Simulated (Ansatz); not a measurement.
H$_{4}$O$_{4}$Ti

Input file:

```
crystal:
  periodic: [false, false, false]
  atoms:
    - symbol: O
      position_ang: [-0.382193, 1.092306, -1.228645]
    - symbol: O
      position_ang: [1.763378, -0.496502, -0.032264]
    - symbol: O
      position_ang: [-0.976158, -1.519912, -0.109683]
    - symbol: O
      position_ang: [-0.267496, 0.693272, 1.667437]
    - symbol: Ti
      position_ang: [0.034390, -0.057624, 0.074229]
    - symbol: H
      position_ang: [0.203814, 1.588570, -1.806959]
    - symbol: H
      position_ang: [2.160461, -1.320232, -0.328777]
    - symbol: H
      position_ang: [-1.476001, -1.996960, 0.558678]
    - symbol: H
      position_ang: [-0.751309, 1.497668, 1.874851]
basis:
  gaussian: {orbitals: def2-TZVPD}
hamiltonian: {xc: {name: PBE0}}
output: {forces: true, orbitals: {seedname: orbitals}}
```

Launched as:

```sh
ansatz run input.yaml --threads 2 --pin off --max-ram 5220MiB --events-out events.jsonl --progress --plain --runs-dir runs
```

Geometry: PBE0-D4/def2-SVP.

All numbers below come from isolated molecule in a Gaussian basis; Kohn-Sham density functional theory, functional PBE0 in Ansatz 0.2.0.

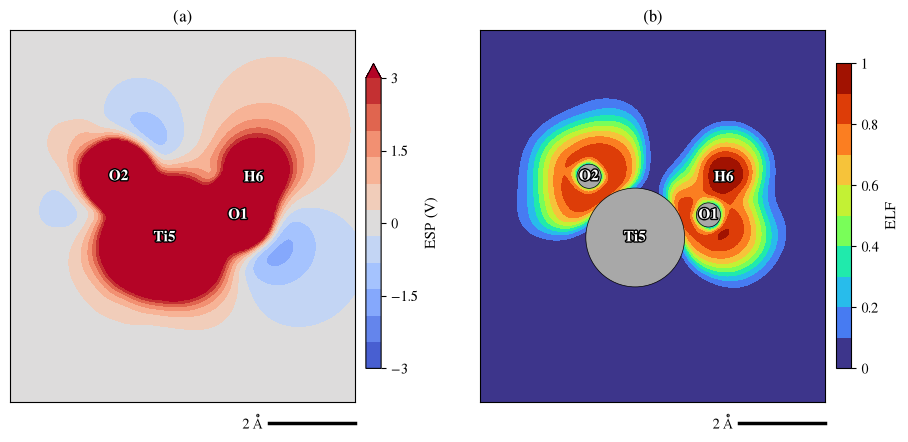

Figure 1. (a) molecular electrostatic potential; (b) electron localisation function on the plane of atoms O1, Ti5 and O2. Grey discs cover the atomic cores in the ELF map.

What do the fields say about this system?

Answer. Atoms in the plane: O, Ti and H. Ti–O (1.79 Å): the ELF peaks at about 0.85 in the valence shell of O, 0.5 Å from its nucleus, and is about 0.25 at the midpoint. O–H (0.96 Å): the ELF climbs to about 1 towards the hydrogen, as it does in any bond to H: an ordinary covalent bond to hydrogen. Outside the dense part of the molecule the potential is most negative (−1.6 V) near O1 and O2.

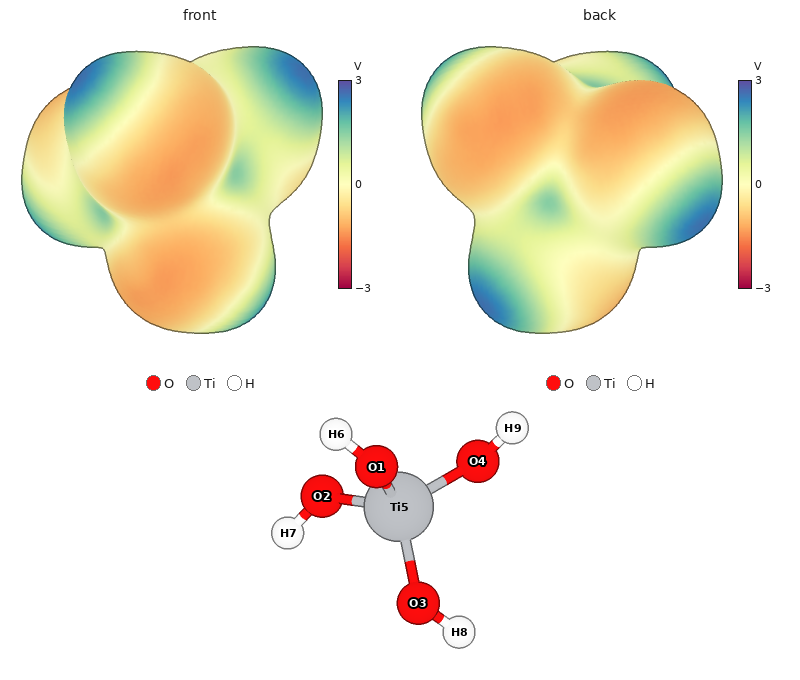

Figure 2. The electrostatic potential painted on the density surface at 0.002 e/bohr³, seen from the front and from behind; the colour scale runs from red (negative) to blue (positive). The bare structure is drawn below in the same view.

Describe the electrostatic potential map.

Answer. The most negative region (about −1.3 V, or −30 kcal/mol for a unit charge) lies over O1, O2, O3 and O4, the most positive (about +2.6 V, or +60 kcal/mol for a unit charge) over H6, H7, H8 and H9.

How polar is the molecule by this calculation?

Answer. Its dipole moment is zero.

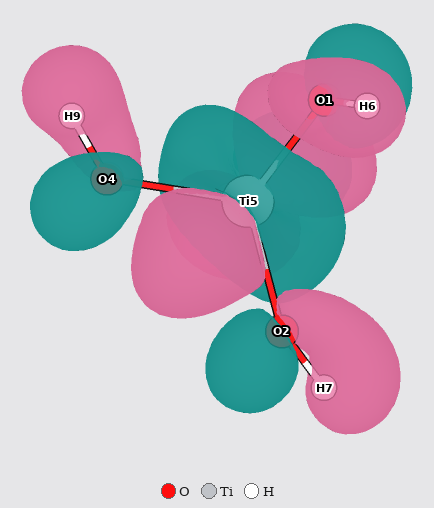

Figure 3. The LUMO at ±0.06 Å⁻³ᐟ² (teal and pink are the two phases), seen at an oblique angle.

What is the character of this orbital?

Answer. It lies mainly on Ti5 (about 70 %). Its energy is −1.05 eV.
